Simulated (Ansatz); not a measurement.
**Pressure series in hypothetical I4_132 B**

The reference is B (space group I4_132, No. 214; a = 4.653 Å; a hypothetical phase, not in the database extracts checked).

Cell and atoms are relaxed at each pressure.

Calculations: Ansatz (a first-principles code), PBE, PAW, cutoff 420 eV, no SOC.

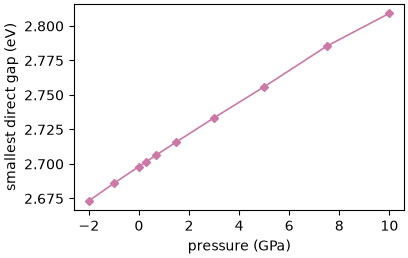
Figure. Smallest direct gap against pressure

From the plot, what is the smallest direct gap for pressure 0.7 GPa?

About 2.71 eV.

Is the trend monotonic over the range shown?

Yes, it rises throughout, spanning 2.67 eV to 2.81 eV.

Load acts through the strain it causes; cell and atoms are relaxed under it. Whether these cells are dynamically stable was not tested. Competing high-pressure phases were not computed.
